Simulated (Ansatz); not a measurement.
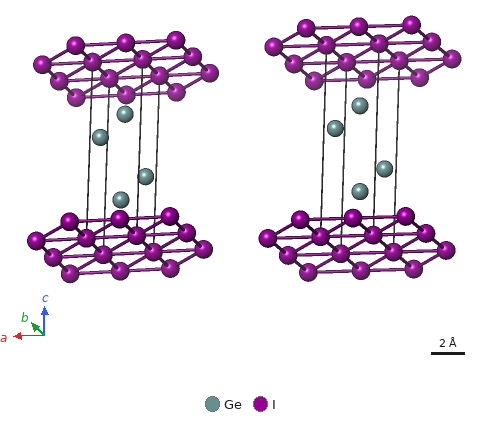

Two geometries of a crystal of Ge4I (a generated structure, set up in C2/m), drawn at one scale. One is the start of a relaxation, the other its converged end. The picture is a ball-and-stick view of the cell of the calculation, seen from a free direction.

Method: Kohn-Sham DFT of a periodic cell, LDA, Ansatz PAW in Ansatz. Settings: plane-wave cutoff 420 eV; k-point mesh 7 × 7 × 2; occupations fermi-dirac; smearing width 0.05 eV; no spin polarisation; target pressure 0 GPa; cell and atoms relaxed; force threshold 0.01 eV/Å; at most 40 steps.

Question: Which one is relaxed?

Answer: The left one is the relaxed one. The run lets cell and atoms move. Over 11 accepted moves (14 points after the start) the energy falls by 46.8 meV per atom. Largest force component: 0.27 eV/Å at the start, 0.004 eV/Å at the end. Pressure: −3.98 GPa at the start and 0.01 GPa at the end. The line search rejected the trial steps at points 5, 7 of the run. The SCF was repeated once at an unchanged geometry on a basis and grid sized afresh for the cell, which shifted the energy by 0.7 meV per atom at most. The largest moves relative to the cell, 0.30 Å, are those of Ge atoms. I stays in place. The volume changes by −13.2 %, with a = b 3.273 → 3.116 Å (−4.8 %), c 13.040 → 12.019 Å (−7.8 %), α 94.2° → 94.4°, β 94.2° → 94.4°, γ 65.9° → 71.8°. Some distances before and after: I–I 3.273 → 3.116 Å, I–I 3.563 → 3.654 Å. Bond angles that change, for instance: I–I–I 65.9° → 71.8°, I–I–I 114.1° → 108.2°. The space group stays C2/m (No. 12). The run took 75 s on 2 threads of Arm Neoverse V2 (shared host), peak memory 0.48 GiB.

Limits of the set-up: layers or molecules are held without a dispersion correction, so their spacing is unreliable.
